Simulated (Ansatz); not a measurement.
Amorphous Ga$_{24}$O$_{38}$Hf

It comes from a melt-quench run on a machine-learned potential (CHGNet), relaxed afterwards by DFT. O atoms were pushed apart under 1.9 Å during the dynamics, to hinder bonds among them. The hot cell started wider than the set density and was brought back towards it in steps. It is the lowest in DFT energy of 2 quenches. It is a model cell: composition and starting density were chosen by hand, and all elements were melted together. No dispersion term was used.

Methods: PBE, scalar-relativistic without spin-orbit coupling (Ansatz, an electronic-structure program); r2SCAN, scalar-relativistic without spin-orbit coupling (Ansatz); HSE06, scalar-relativistic without spin-orbit coupling (Ansatz). Geometry, pressure, stress and energy are those of the PBE run. Its sampling: a 2×2×2 Γ-centred mesh; Fermi-Dirac width 0.02 eV; no spin polarisation. Other functionals are single points at the zone centre (r2SCAN at 500 eV; exact exchange cut at the cell's faces), free to take moments where seeds were set. At PBE the levels at the filled edge of the gap are localised (band-tail or defect states).

* **Number of atoms in the cell**: 63
* **Density (volume relaxed, without dispersion)**: 5.32 g/cm³
* **Volume per atom**: 12.18 Å³
* **Pressure on a 2×2×2 Γ-centred mesh**: 0.11 GPa
* **Largest force and stress component on that mesh (the relaxation ran on the zone centre alone)**: 0.05 eV/Å and 0.2 GPa
* **Energy relative to beta Ga2O3 + HfO2 (P2_1/c) (lowest mix at this level among the phases computed, not always the ambient ones)**: 0.135 eV/atom
* **Level gap on a 2×2×2 Γ-centred mesh (PBE)**: 1.67 eV
* **Level gap at the zone centre (PBE)**: 1.66 eV
* **Level gap at the zone centre (r2SCAN)**: 2.20 eV
* **Level gap at the zone centre (HSE06)**: 3.37 eV

Neighbours within Ga-Ga 2.68 Å, Ga-O 2.32 Å, Ga-Hf 3.01 Å, O-O 1.58 Å, O-Hf 2.65 Å, Hf-Hf 3.34 Å count as bonded. Two cations that share two anions don't count as bonded, nor two that share one unless they lie closer than Ga-Ga 2.61 Å, Ga-Hf 2.93 Å, Hf-Hf 3.25 Å.

| Property | Value |
|---|---|
| Mean coordination of Ga by anions | 4.62 (10 with 4, 13 with 5, 1 with 6) |
| Mean coordination of O | 3.11 (1 with 2, 32 with 3, 5 with 4) |
| Mean coordination of Hf by anions | 7.00 (1 with 7) |
| Mean Ga-O bond | 1.943 Å (spread 0.081 Å, 111 counted) |
| Mean O-Hf bond | 2.181 Å (spread 0.117 Å, 7 counted) |

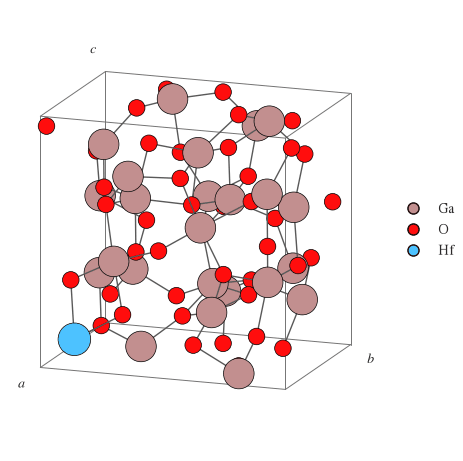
The relaxed cell

Its density started from a set value of 5.20 g/cm³. Cooling (nominally 280 K/ps over its main leg) ran many orders faster than in experiment, which tends to leave more defects and strain. Values belong to this one cell and scatter from quench to quench. Volume and shape were free in the relaxation.
